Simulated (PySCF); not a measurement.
# doublet GeSe+ at 6 levels

Aim: a comparison of 6 runs (UHF/STO-3G, U-r2SCAN/aug-cc-pVTZ, U-wB97M-V/aug-cc-pVTZ, UB3LYP/aug-cc-pVTZ, UBHLYP/aug-cc-pVTZ, UCAM-B3LYP/aug-cc-pVTZ) of doublet GeSe+. Input form: a Python script.

The results are computed with PySCF 2.14.0.

1 further run of the same task is left out (set aside as unsound or not needed).

### Step 1. Starting point

GeSe+: 2 atoms, total charge +1, spin state doublet. SMILES of the parent species: `[Ge-]#[Se+]`. The bond length is the one measured for the parent species. That shape belongs to the parent species and isn't relaxed for this state.

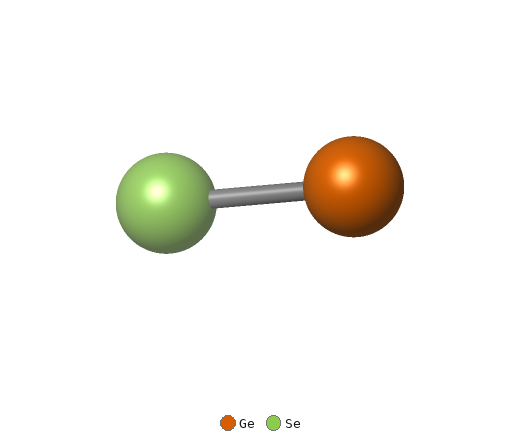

Viewed from a chosen angle; germanium orange, selenium green.

### Step 2. The energy at UHF/STO-3G (run 1)

The input, job.py:

```python
from pyscf import gto

system = gto.M(
    atom='''
Ge     0.000000     0.000000     0.000000
Se     0.000000     0.000000     4.033864
''',
    max_memory=1860,
    spin=1,
    unit='bohr',
    basis='sto-3g',
    verbose=3,
    charge=1,
)

mf = system.UHF()
mf.conv_tol = 1e-10
mf.kernel()
if not mf.converged:
    mf = mf.newton().run(mf.mo_coeff, mf.mo_occ)

energy = mf.e_tot
print('E(%s) = %.9f' % ('HF', energy))
```

Command:

```console
$ OMP_NUM_THREADS=1 python job.py
```

The program printed:

```text
SCF not converged.
SCF energy = -4425.06873388383 after 50 cycles  <S^2> = 0.78519049  2S+1 = 2.0348862
converged SCF energy = -4425.07375917838  <S^2> = 1.4406525  2S+1 = 2.6005019
E(HF) = -4425.073759178
```

It took 1.3 s on 1 thread of Arm Neoverse V2, shared host; peak memory 0.11 GiB.

### Step 3. A single-point energy at U-r2SCAN/aug-cc-pVTZ (run 2)

The input, job.py:

```python
from pyscf import gto, dft

mol = gto.Mole()
mol.atom = [
    ('Ge', (0.000000, 0.000000, 0.000000)),
    ('Se', (0.000000, 0.000000, 2.134629)),
]
mol.basis = 'aug-cc-pvtz'
mol.spin = 1
mol.max_memory = 1860
mol.charge = 1
mol.verbose = 4
mol.build()

calc0 = dft.UKS(mol, xc='r2scan')
calc0.conv_tol = 1e-10
calc0.grids.level = 5
calc0.kernel()
if not calc0.converged:
    calc0 = calc0.newton().run(calc0.mo_coeff, calc0.mo_occ)

e_final = calc0.e_tot
print(f'total energy: {e_final:.8f} hartree')
```

Command:

```console
$ OMP_NUM_THREADS=1 python job.py
```

The program printed:

```text
PySCF version 2.14.0

[INPUT] num. atoms = 2
[INPUT] num. electrons = 65
[INPUT] charge = 1
[INPUT] spin (= nelec alpha-beta = 2S) = 1
[INPUT] symmetry False subgroup None
[INPUT] Mole.unit = angstrom
[INPUT] Symbol           X                Y                Z      unit          X                Y                Z       unit  Magmom
[INPUT]  1 Ge     0.000000000000   0.000000000000   0.000000000000 AA    0.000000000000   0.000000000000   0.000000000000 Bohr   0.0
[INPUT]  2 Se     0.000000000000   0.000000000000   2.134629000000 AA    0.000000000000   0.000000000000   4.033864187554 Bohr   0.0

nuclear repulsion = 269.716566898023
number of shells = 28
number of NR pGTOs = 254
number of NR cGTOs = 118
basis = aug-cc-pvtz
ecp = {}

[... 37 lines left out ...]
WARN: HOMO -0.269183678548687 >= LUMO -0.269183678548681
[... 54 lines left out ...]
converged SCF energy = -4478.28904298091  <S^2> = 0.75903107  2S+1 = 2.0090108
total energy: -4478.28904298 hartree
```

It took 54 s on 1 thread of Arm Neoverse V2, shared host; peak memory 0.67 GiB.

Runs 3 to 5 aren't shown in full; the table further down has their settings and results.

### Step 4. A single-point energy at UCAM-B3LYP/aug-cc-pVTZ (run 6)

The input, job.py:

```python
from pyscf import gto, dft

mol = gto.Mole()
mol.atom = '''
Ge     0.000000     0.000000     0.000000
Se     0.000000     0.000000     4.033864
'''
mol.charge = 1
mol.spin = 1
mol.max_memory = 1860
mol.unit = 'bohr'
mol.basis = 'aug-cc-pvtz'
mol.verbose = 3
mol.build()

mf = dft.UKS(mol, xc='cam-b3lyp')
mf.conv_tol = 1e-10
mf.grids.level = 5
mf.kernel()
if not mf.converged:
    mf = mf.newton().run(mf.mo_coeff, mf.mo_occ)

e_tot = mf.e_tot
print('Final energy', e_tot)
```

Command:

```console
$ OMP_NUM_THREADS=1 python job.py
```

The program printed:

```text
WARN: HOMO -0.275672783934943 >= LUMO -0.275672783934942

converged SCF energy = -4478.55081239758  <S^2> = 0.75846235  2S+1 = 2.0084445
Final energy -4478.550812397579
```

It took 86 s on 1 thread of Arm Neoverse V2, shared host; peak memory 0.63 GiB.

### Step 5. Overview of the runs

```
run                   level  integration grid  nlc grid   energy (Eh)  HOMO energy (eV)  LUMO energy (eV)   ⟨S²⟩  wall time
  1              UHF/STO-3G                 –         –  -4425.073759            -14.22             -5.79  1.441      1.3 s
  2    U-r2SCAN/aug-cc-pVTZ                 5         –  -4478.289043            -13.43            -12.91  0.759       54 s
  3   U-wB97M-V/aug-cc-pVTZ                 5         1  -4478.065879            -16.15            -10.24  0.759    2.1 min
  4      UB3LYP/aug-cc-pVTZ                 5         –  -4478.395617            -13.92            -12.54  0.755       29 s
  5      UBHLYP/aug-cc-pVTZ                 5         –  -4478.282509            -14.96            -11.27  0.761       31 s
  6  UCAM-B3LYP/aug-cc-pVTZ                 5         –  -4478.550812            -15.35            -11.21  0.758       86 s
```

### Step 6. Results

| quantity | value |
| --- | --- |
| run 6: total energy | -4478.55081 Eh |
| run 6: HOMO energy (highest over α and β) | -15.35 eV |
| run 6: LUMO energy (lowest over α and β) | -11.21 eV |
| run 6: ⟨S²⟩ | 0.758 |

Totals of different functionals can't be ranked against each other. In run 1 the basis is minimal, so the values are rough. Spin contamination of the reference: run 1 ⟨S²⟩ = 1.44. Where it is this large, the reference is a mixture of spin states, and values that rest on it are in doubt. All runs together took 5.5 min, the longest 2.1 min.
